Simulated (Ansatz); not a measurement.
# Run report: CH₃ClGeO, geometry relaxation (part 2 of 2)

CH₃ClGeO, SMILES O=[CH][GeH2][Cl]; RKS PBE-D4/def2-SVP (Ansatz 0.2.0). The geometry: force-field start.

Geometry of the input (Å):
```
O  -0.4433  -1.8558  0.8591
C  0.2602  -1.1531  0.1539
Ge -0.0672  0.7351  -0.0780
Cl -1.9037  1.0671  -0.9662
H  1.1065  -1.6337  -0.3551
H  0.0173  1.4441  1.3192
H  1.0915  1.3283  -0.9786
```

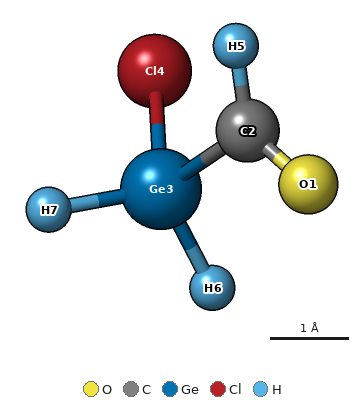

The geometry at step 18 of the log (ball-and-stick view, seen at a tilt; atoms are numbered from 1 in the order of the input).

Trajectory as extended XYZ, continued:
```
7
Properties=species:S:1:pos:R:3:forces:R:3 step=7 energy=-72143.44271
O    -0.3184   -1.8358    1.0469    0.1791   0.0228  -0.1852
C     0.2686   -1.2341    0.1751   -0.0986   0.0847   0.0366
Ge    0.0163    0.7833   -0.0413    0.0330  -0.0507   0.0605
Cl   -1.8859    1.0745   -1.0769    0.0161  -0.0346  -0.0104
H     0.9674   -1.7525   -0.5672   -0.1514   0.0292   0.1608
H    -0.1100    1.4762    1.3437    0.0067  -0.0665  -0.0467
H     1.1233    1.4203   -0.9259    0.0150   0.0152  -0.0156
7
Properties=species:S:1:pos:R:3:forces:R:3 step=8 energy=-72143.45132
O    -0.1624   -1.7778    1.1577    0.0403   0.0442  -0.0351
C     0.2619   -1.2064    0.1779    0.0712  -0.3103  -0.1452
Ge    0.0219    0.7767   -0.0505   -0.1484   0.1864   0.0520
Cl   -1.8473    1.0697   -1.1580    0.1062  -0.0406   0.0137
H     0.8013   -1.7683   -0.6561   -0.0853   0.0225   0.1069
H    -0.1728    1.3942    1.3515   -0.0038   0.0804   0.0457
H     1.1587    1.4438   -0.8682    0.0199   0.0175  -0.0380
7
Properties=species:S:1:pos:R:3:forces:R:3 step=9 energy=-72143.45850
O    -0.0792   -1.7693    1.2011    0.2050   0.1586  -0.5088
C     0.2587   -1.2118    0.1736   -0.0719  -0.2898   0.2824
Ge    0.0216    0.7851   -0.0246   -0.0896   0.0373  -0.0863
Cl   -1.8062    1.0374   -1.2152    0.1009  -0.0138   0.0821
H     0.6981   -1.7810   -0.7181   -0.1415   0.0634   0.2459
H    -0.1963    1.4170    1.3716   -0.0349   0.0192  -0.0171
H     1.1645    1.4546   -0.8340    0.0320   0.0251   0.0018
7
Properties=species:S:1:pos:R:3:forces:R:3 step=10 energy=-72143.47121
O     0.1135   -1.7839    1.2516    0.1168   0.2242  -0.2971
C     0.2695   -1.2239    0.1860   -0.1865  -0.2630   0.1290
Ge    0.0107    0.7795   -0.0198   -0.0446   0.1005   0.0154
Cl   -1.7578    1.0711   -1.2851    0.0771  -0.0741   0.0430
H     0.5168   -1.8059   -0.7624    0.0043   0.0719   0.1088
H    -0.2801    1.4335    1.3557    0.0143  -0.0377  -0.0217
H     1.1887    1.4615   -0.7717    0.0186  -0.0218   0.0227
7
Properties=species:S:1:pos:R:3:forces:R:3 step=11 energy=-72143.41409 accepted=F
O     0.3064   -1.7651    1.2909   -0.3864   1.1059  -2.3397
C     0.2074   -1.2248    0.1736    0.8280  -0.9311   1.9402
Ge   -0.0199    0.7897   -0.0192   -0.1099  -0.1946   0.0816
Cl   -1.7316    1.0770   -1.3577    0.0841   0.0354   0.0366
H     0.3939   -1.8096   -0.7942   -0.2972   0.0823   0.3354
H    -0.3251    1.4324    1.3606   -0.0214  -0.0252  -0.0782
H     1.2302    1.4325   -0.6996   -0.0972  -0.0727   0.0241
7
Properties=species:S:1:pos:R:3:forces:R:3 step=12 energy=-72143.47812
O     0.1992   -1.7360    1.2640    0.0233  -0.0421  -0.0495
C     0.2533   -1.2206    0.1697   -0.0306   0.2327   0.2815
Ge    0.0023    0.7872   -0.0281    0.0710  -0.1142   0.0350
Cl   -1.7393    1.0623   -1.3158   -0.0354   0.0196  -0.0509
H     0.4360   -1.8221   -0.7648   -0.0008  -0.1270  -0.2030
H    -0.3019    1.3960    1.3627   -0.0090   0.0141  -0.0166
H     1.2116    1.4652   -0.7335   -0.0185   0.0169   0.0035
7
Properties=species:S:1:pos:R:3:forces:R:3 step=13 energy=-72143.48544
O     0.2976   -1.7266    1.2759    0.0274   0.0710  -0.2094
C     0.2549   -1.2219    0.1740   -0.0193  -0.0374   0.1862
Ge   -0.0027    0.7839   -0.0276    0.0526  -0.0672   0.0308
Cl   -1.7134    1.0756   -1.3556   -0.0116  -0.0029  -0.0304
H     0.3408   -1.8437   -0.7731   -0.0239   0.0350   0.0225
H    -0.3345    1.3885    1.3582   -0.0135   0.0113  -0.0058
H     1.2186    1.4761   -0.6978   -0.0118  -0.0097   0.0061
7
Properties=species:S:1:pos:R:3:forces:R:3 step=14 energy=-72143.48141 accepted=F
O     0.4430   -1.7124    1.2843   -0.1761   0.4236  -1.0870
C     0.2475   -1.2228    0.1795    0.1999  -0.5535   0.6032
Ge   -0.0136    0.7799   -0.0221    0.0067  -0.0380   0.0078
Cl   -1.6738    1.0890   -1.4140    0.0206  -0.0203   0.0170
H     0.2110   -1.8608   -0.7799   -0.0178   0.2207   0.4429
H    -0.3805    1.3812    1.3565   -0.0219   0.0130  -0.0121
H     1.2278    1.4779   -0.6499   -0.0113  -0.0455   0.0282
7
Properties=species:S:1:pos:R:3:forces:R:3 step=15 energy=-72143.49055
O     0.3707   -1.7248    1.2723    0.0270   0.0396  -0.1764
C     0.2552   -1.2217    0.1757   -0.0392  -0.0193   0.1344
Ge   -0.0088    0.7827   -0.0186    0.0223  -0.0642  -0.0069
Cl   -1.6942    1.0738   -1.3811    0.0044  -0.0058  -0.0155
H     0.2744   -1.8413   -0.7780   -0.0132   0.0358   0.0583
H    -0.3626    1.4007    1.3554   -0.0079   0.0004   0.0016
H     1.2266    1.4627   -0.6714    0.0066   0.0135   0.0045
7
Properties=species:S:1:pos:R:3:forces:R:3 step=16 energy=-72143.49425
O     0.4433   -1.7237    1.2669   -0.0511   0.0854  -0.2676
C     0.2443   -1.2226    0.1801    0.1186  -0.0623   0.1688
Ge   -0.0169    0.7797   -0.0123   -0.0245  -0.0355  -0.0215
Cl   -1.6741    1.0749   -1.4108    0.0141  -0.0046   0.0113
H     0.2168   -1.8381   -0.7769   -0.0530   0.0165   0.0953
H    -0.3816    1.4063    1.3548   -0.0223   0.0022   0.0033
H     1.2295    1.4556   -0.6475    0.0183  -0.0016   0.0104
7
Properties=species:S:1:pos:R:3:forces:R:3 step=17 energy=-72143.49380 accepted=F
O     0.5145   -1.7198    1.2572    0.0153   0.2174  -0.5325
C     0.2699   -1.2165    0.1772   -0.2346  -0.3188   0.3188
Ge   -0.0082    0.7806   -0.0114    0.0459   0.0292  -0.0149
Cl   -1.6493    1.0566   -1.4348    0.0526  -0.0277   0.0197
H     0.1064   -1.8409   -0.7674    0.1264   0.0900   0.2062
H    -0.4193    1.4008    1.3466    0.0047  -0.0098  -0.0076
H     1.2473    1.4711   -0.6132   -0.0103   0.0195   0.0102
7
Properties=species:S:1:pos:R:3:forces:R:3 step=18 energy=-72143.49811
O     0.4922   -1.7135    1.2577   -0.0296   0.0655  -0.1933
C     0.2455   -1.2195    0.1784    0.0650  -0.0368   0.1236
Ge   -0.0204    0.7827   -0.0150    0.0379  -0.0739   0.0348
Cl   -1.6619    1.0685   -1.4294   -0.0024   0.0148  -0.0104
H     0.1622   -1.8433   -0.7688   -0.0335   0.0120   0.0631
H    -0.3970    1.3995    1.3542   -0.0317   0.0103  -0.0143
H     1.2407    1.4576   -0.6227   -0.0056   0.0081  -0.0034
7
Properties=species:S:1:pos:R:3:forces:R:3 step=19 energy=-72143.50173
O     0.5435   -1.7124    1.2490   -0.0112   0.0627  -0.1650
C     0.2507   -1.2230    0.1797    0.0037  -0.0726   0.0785
Ge   -0.0180    0.7776   -0.0124    0.0311   0.0099   0.0269
Cl   -1.6420    1.0781   -1.4420   -0.0252  -0.0100  -0.0347
H     0.1092   -1.8531   -0.7576   -0.0040   0.0347   0.0802
H    -0.4246    1.4002    1.3466    0.0037  -0.0132  -0.0100
H     1.2424    1.4647   -0.6091    0.0020  -0.0116   0.0241
7
Properties=species:S:1:pos:R:3:forces:R:3 step=20 energy=-72143.50695
O     0.6239   -1.7008    1.2261   -0.0153   0.0495  -0.1308
C     0.2483   -1.2208    0.1791    0.0023  -0.0839   0.0266
Ge   -0.0207    0.7793   -0.0105    0.0238  -0.0240   0.0130
Cl   -1.6189    1.0722   -1.4707   -0.0162   0.0030  -0.0299
H     0.0274   -1.8595   -0.7384    0.0084   0.0554   0.1028
H    -0.4528    1.3956    1.3421   -0.0042   0.0015   0.0036
H     1.2541    1.4660   -0.5736    0.0011  -0.0015   0.0146
7
Properties=species:S:1:pos:R:3:forces:R:3 step=21 energy=-72143.50743
O     0.7434   -1.6872    1.1910   -0.3468   0.2814  -0.7139
C     0.2420   -1.2215    0.1810    0.2764  -0.3608   0.4053
Ge   -0.0275    0.7772   -0.0066   -0.0010  -0.0254  -0.0153
Cl   -1.5841    1.0767   -1.5133    0.0118  -0.0024   0.0045
H    -0.0830   -1.8705   -0.7062    0.0758   0.1206   0.2906
H    -0.4947    1.3925    1.3343   -0.0112   0.0025   0.0112
H     1.2651    1.4649   -0.5259   -0.0048  -0.0159   0.0175
7
Properties=species:S:1:pos:R:3:forces:R:3 step=22 energy=-72143.51869
O     0.8569   -1.6677    1.1253    0.0168   0.0215   0.0054
C     0.2455   -1.2217    0.1812   -0.0393   0.0130  -0.0406
Ge   -0.0389    0.7748   -0.0114    0.0412  -0.0149   0.0303
Cl   -1.5513    1.1002   -1.5557    0.0112  -0.0114  -0.0004
H    -0.1845   -1.8835   -0.6333   -0.0124  -0.0369  -0.0010
H    -0.5454    1.3779    1.3222   -0.0049   0.0115   0.0007
H     1.2789    1.4519   -0.4741   -0.0127   0.0173   0.0057
7
Properties=species:S:1:pos:R:3:forces:R:3 step=23 energy=-72143.51936
O     0.8921   -1.6596    1.0972    0.0232   0.0662   0.0287
C     0.2402   -1.2243    0.1745    0.0475  -0.0447   0.0609
Ge   -0.0387    0.7762   -0.0124    0.0119  -0.0352   0.0001
Cl   -1.5370    1.1090   -1.5695    0.0087  -0.0003   0.0000
H    -0.2183   -1.9106   -0.6013   -0.0726   0.0464  -0.0803
H    -0.5592    1.3774    1.3188    0.0009  -0.0190  -0.0153
H     1.2822    1.4639   -0.4529   -0.0196  -0.0134   0.0058
7
Properties=species:S:1:pos:R:3:forces:R:3 step=24 energy=-72143.52072
O     0.9239   -1.6566    1.0799   -0.0767   0.0858  -0.1659
C     0.2452   -1.2237    0.1726    0.0326  -0.0964   0.1837
Ge   -0.0352    0.7746   -0.0112    0.0319  -0.0146  -0.0256
Cl   -1.5183    1.1018   -1.5832   -0.0071  -0.0017   0.0002
H    -0.2639   -1.9054   -0.5804    0.0286   0.0501   0.0006
H    -0.5724    1.3670    1.3166   -0.0044  -0.0112  -0.0066
H     1.2820    1.4742   -0.4401   -0.0048  -0.0120   0.0136
7
Properties=species:S:1:pos:R:3:forces:R:3 step=25 energy=-72143.52218
O     0.9617   -1.6520    1.0497    0.0085   0.0022   0.0039
C     0.2413   -1.2220    0.1773   -0.0037  -0.0246  -0.0087
Ge   -0.0361    0.7728   -0.0100   -0.0108   0.0210  -0.0070
Cl   -1.5063    1.0998   -1.5951    0.0056  -0.0025   0.0027
H    -0.2962   -1.9005   -0.5571   -0.0021   0.0060   0.0050
H    -0.5909    1.3659    1.3100   -0.0001  -0.0005   0.0012
H     1.2878    1.4680   -0.4205    0.0025  -0.0015   0.0030
7
Properties=species:S:1:pos:R:3:forces:R:3 step=26 energy=-72143.52243
O     0.9945   -1.6469    1.0235   -0.0301   0.0161  -0.0410
C     0.2410   -1.2210    0.1763    0.0161  -0.0497   0.0268
Ge   -0.0368    0.7731   -0.0110   -0.0115   0.0172  -0.0014
Cl   -1.4946    1.1002   -1.6079    0.0130   0.0009   0.0079
H    -0.3295   -1.9030   -0.5304    0.0158   0.0134   0.0165
H    -0.6061    1.3614    1.3057    0.0004   0.0001  -0.0041
H     1.2928    1.4683   -0.4018   -0.0038   0.0019  -0.0047
7
Properties=species:S:1:pos:R:3:forces:R:3 step=27 energy=-72143.52247
O     1.0040   -1.6474    1.0162   -0.0380   0.0155  -0.0356
C     0.2400   -1.2223    0.1781    0.0368  -0.0363   0.0188
Ge   -0.0383    0.7721   -0.0093   -0.0079   0.0244  -0.0087
Cl   -1.4882    1.1038   -1.6120    0.0015  -0.0045   0.0076
H    -0.3362   -1.9044   -0.5233    0.0056   0.0053   0.0144
H    -0.6104    1.3616    1.3056    0.0004  -0.0001  -0.0028
H     1.2903    1.4687   -0.4010    0.0016  -0.0043   0.0061
7
Properties=species:S:1:pos:R:3:forces:R:3 step=28 energy=-72143.52253
O     1.0056   -1.6476    1.0134    0.0012  -0.0081   0.0003
C     0.2406   -1.2230    0.1770    0.0048   0.0232   0.0076
Ge   -0.0381    0.7737   -0.0096    0.0008  -0.0112  -0.0009
Cl   -1.4883    1.1017   -1.6119   -0.0027   0.0023  -0.0027
H    -0.3387   -1.9042   -0.5211   -0.0045  -0.0086  -0.0052
H    -0.6119    1.3627    1.3045    0.0001   0.0010   0.0000
H     1.2921    1.4687   -0.3981    0.0002   0.0015   0.0007
```

Key numbers:

```json
{"quantity": "outcome", "value": "converged"}
{"quantity": "total energy", "value": "−72143.5226 eV"}
{"quantity": "mean-field energy", "value": "−72143.3785 eV"}
{"quantity": "dispersion energy", "value": "−0.1440 eV"}
{"quantity": "SCF solution under orbital rotations", "value": "stable"}
{"quantity": "largest force (length of the vector) at the end", "value": "0.025 eV/Å"}
{"quantity": "dipole moment", "value": "0.24 D"}
{"quantity": "hardware", "value": "2 threads of Arm Neoverse V2, 23 GiB of memory available, shared host"}
{"quantity": "wall time", "value": "43 s (CPU time 82 s)"}
{"quantity": "peak memory", "value": "0.15 GiB"}
```
